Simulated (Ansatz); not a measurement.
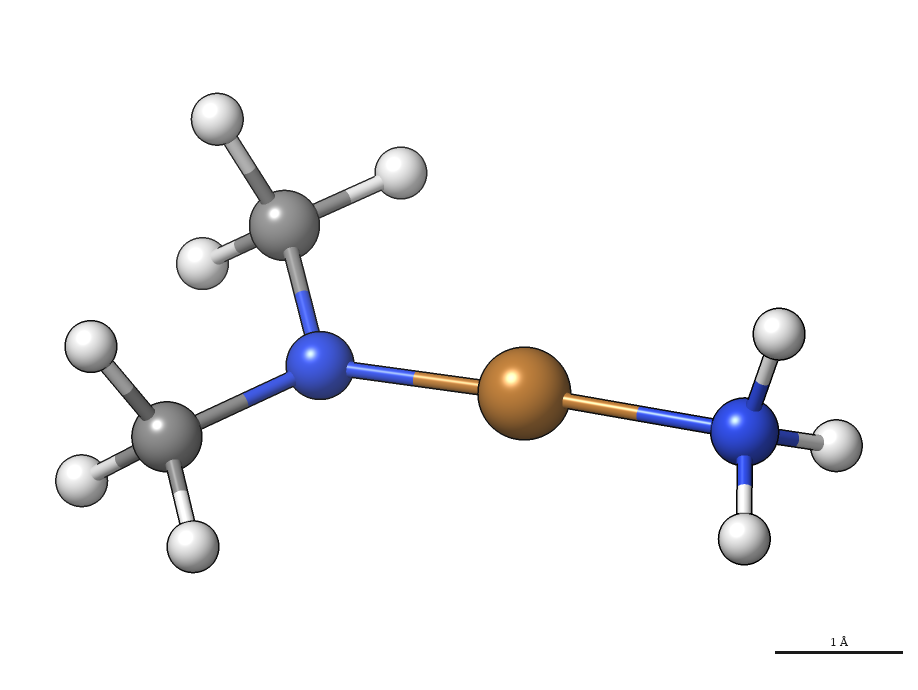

A ball-and-stick model of a molecule. Colours: carbon grey, nitrogen blue, copper orange, hydrogen white.

Charge 0, singlet. The computed structure is the end point of a PBE0-D4/def2-TZVP optimisation.

Question: Give the formula.

Answer: C2H9CuN2, 14 atoms: 2 carbon, 9 hydrogen, 1 copper and 2 nitrogen.

Question: How many bonds of each kind are drawn?

Answer: 6 C–H, 3 N–H, 2 C–N, 2 Cu–N.

Question: What is its SMILES?

Answer: C[N](C)[Cu-][NH3+]

The parts below concern this one geometry. Atoms keep their numbers from picture to picture.

**Electronic properties**

Method: RKS HSE06 (plane-wave form)-D4/def2-TZVPP (Ansatz 0.2.0).

What does the calculation give?

- HOMO energy (Kohn–Sham orbital): −3.63 eV
- LUMO energy (Kohn–Sham orbital): −0.93 eV
- HOMO–LUMO gap: 2.71 eV
- dispersion correction: −19.4 kJ/mol

**Dipole moment**

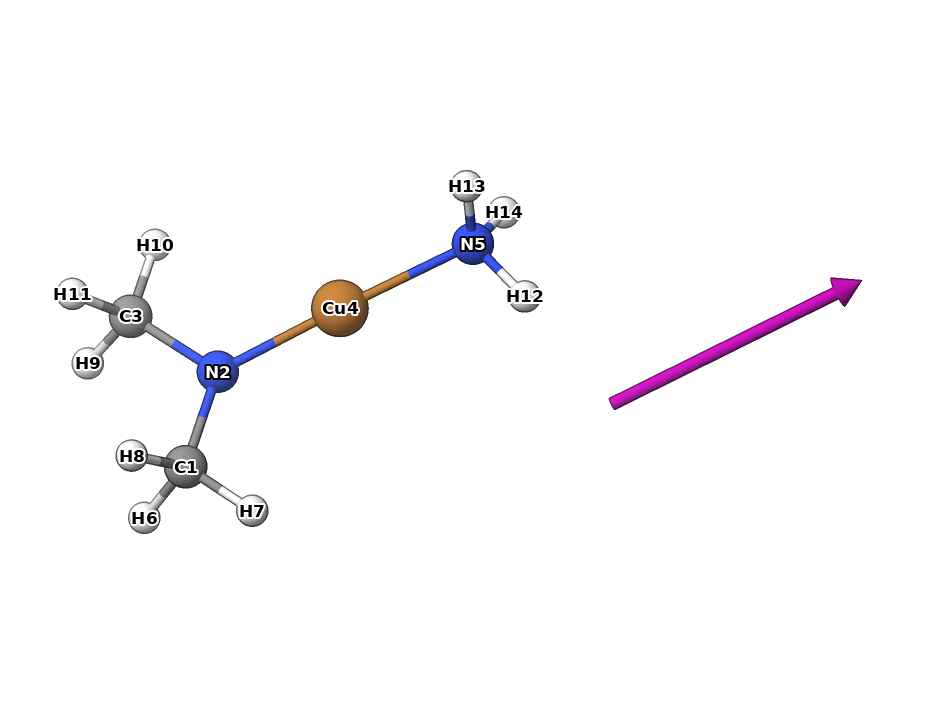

The arrow beside the molecule shows the direction of the dipole moment, from the negative to the positive end (its length means nothing). Level of theory: RKS B3LYP-D4/def2-TZVPP (Ansatz 0.2.0).

Question: How large is the dipole moment?

Answer: 7.21 D; it points from the side of H6, H9 to the side of H12, H13, H14 (the outermost atoms at the two ends).

**Charges**

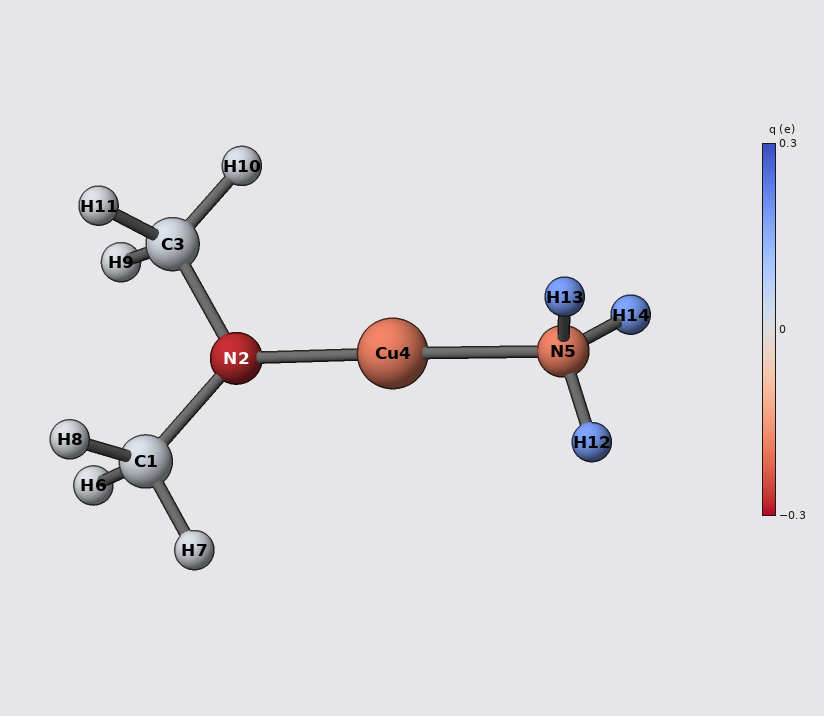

Atoms are coloured by their Mulliken charges. Level of theory: RKS r2SCAN-D4/def2-TZVPP (Ansatz 0.2.0).

Question: Which atom carries the highest charge (most positive or least negative)?

Answer: H12, H13, H14 (0.18 e).

Question: And the lowest?

Answer: N2 (−0.28 e).

List the Mulliken charges.

| atom | value (e) |
| --- | --- |
| C1 | 0.02 |
| N2 | −0.28 |
| C3 | 0.02 |
| Cu4 | −0.18 |
| N5 | −0.18 |
| H6 | 0.01 |
| H7 | 0.01 |
| H8 | 0.01 |
| H9 | 0.01 |
| H10 | 0.01 |
| H11 | 0.01 |
| H12 | 0.18 |
| H13 | 0.18 |
| H14 | 0.18 |

Mulliken values depend strongly on the basis set and can even reverse the polarity of a bond.
